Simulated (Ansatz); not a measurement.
## Electronic structure of C3H7N (SMILES C=NCC) in real space

Input

```
crystal:
  periodic: [false, false, false]
  atoms:
    - {symbol: C, position_ang: [-0.738738, 1.738909, 0.351460]}
    - {symbol: N, position_ang: [-0.686025, 0.743279, -0.414005]}
    - {symbol: C, position_ang: [-0.311728, -0.530357, 0.153811]}
    - {symbol: C, position_ang: [0.923207, -1.078277, -0.537561]}
    - {symbol: H, position_ang: [-1.012739, 2.713004, -0.053031]}
    - {symbol: H, position_ang: [-0.520996, 1.682555, 1.428105]}
    - {symbol: H, position_ang: [-0.146505, -0.462281, 1.241307]}
    - {symbol: H, position_ang: [-1.149323, -1.216965, -0.009915]}
    - {symbol: H, position_ang: [1.783125, -0.426088, -0.369305]}
    - {symbol: H, position_ang: [0.758141, -1.148756, -1.614116]}
    - {symbol: H, position_ang: [1.166979, -2.072125, -0.156150]}
basis:
  gaussian: {orbitals: def2-TZVPP}
hamiltonian: {xc: pbe0, dispersion: d4}
output: {orbitals: {seedname: orbitals}}
```

Command:

```sh
ansatz run in.yaml --threads 2 --pin off --events-out ev --progress --plain --max-ram 4352MiB
```

Geometry: PBE0-D4/def2-TZVP.

These are results of RKS PBE0-D4/def2-TZVPP in Ansatz, not measurements.

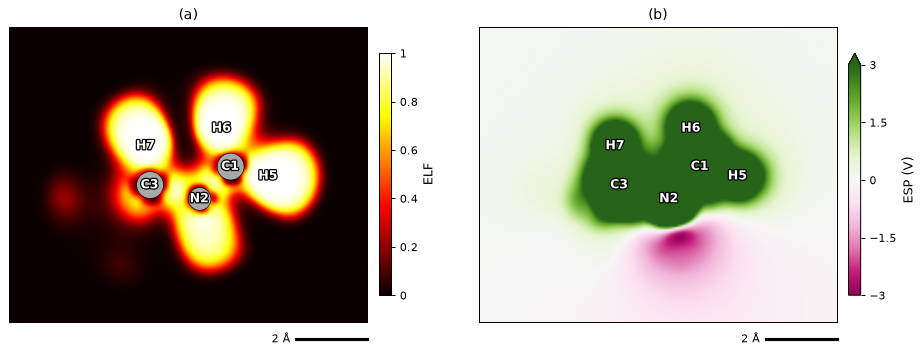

Figure 1. (a) ELF; (b) molecular electrostatic potential on the plane of atoms C1, N2 and C3. Grey discs cover the atomic cores in the ELF map.

Q: What do the fields say about this system?

A: The section cuts through C, N and H sites. C–N (1.26 Å): the ELF peaks at about 0.90 between the atoms (a short, multiple covalent bond). C–H (1.09 Å): the ELF climbs to about 1 towards the hydrogen, as it does in any bond to H: a covalent bond by its length. C–N (1.44 Å): the ELF peaks at about 0.95 between the atoms; a covalent bond. The ELF also peaks beside N2, away from the bonds: lone-pair regions. Outside the dense part of the molecule the potential is most negative (−2.8 V) near N2.

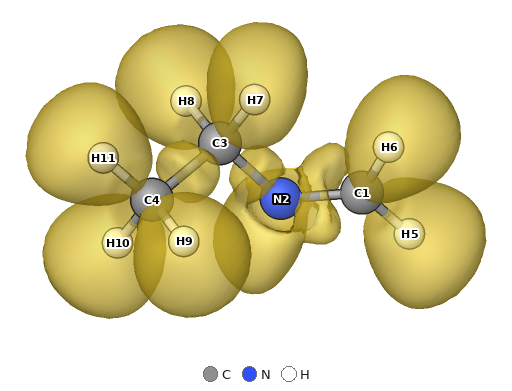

Figure 2. Isosurface of the electron localisation function at 0.75 (yellow), seen at a tilt. Core shells and regions of very low density are left out.

Q: What do the ELF domains correspond to?

A: At this value the surface marks out one region between bonded C–C atoms (shared pairs), seven regions around hydrogen nuclei and one region on N in which the atom's valence shell and bonds are merged.


 C–C (1.52 Å): the ELF peaks at about 0.95 between the atoms (localised, covalent bonding).

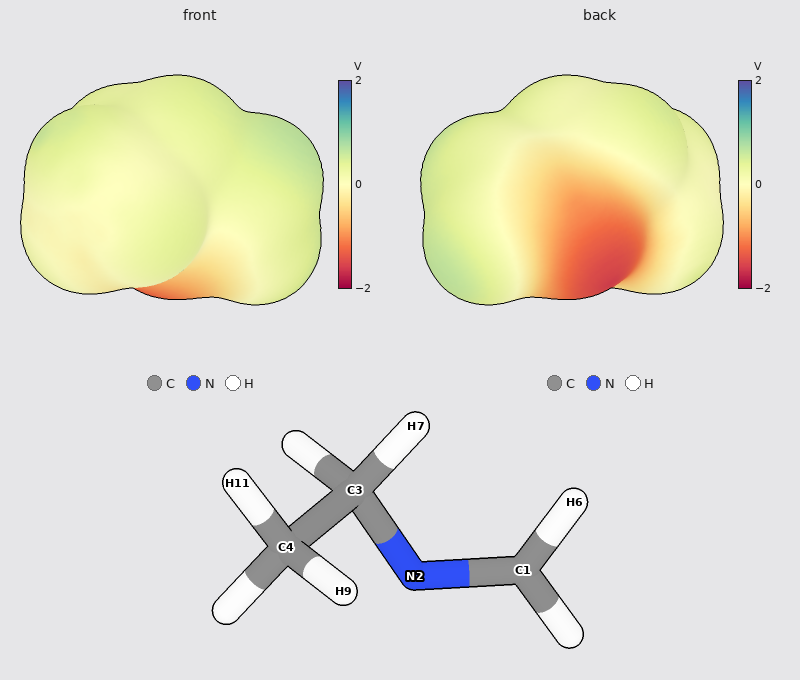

Figure 3. The electrostatic potential painted on the density surface at 0.001 e/bohr³, seen from the front and from behind; the colour scale runs from red (negative) to blue (positive). The bare structure is drawn below in the same view.

Q: Where is the surface potential most negative and most positive?

A: The most negative region (about −1.5 V, or −35 kcal/mol for a unit charge) lies over N2, the most positive (about +0.6 V, or +14 kcal/mol for a unit charge) over H5 and H6. N2 is the likeliest acceptor of a hydrogen bond.
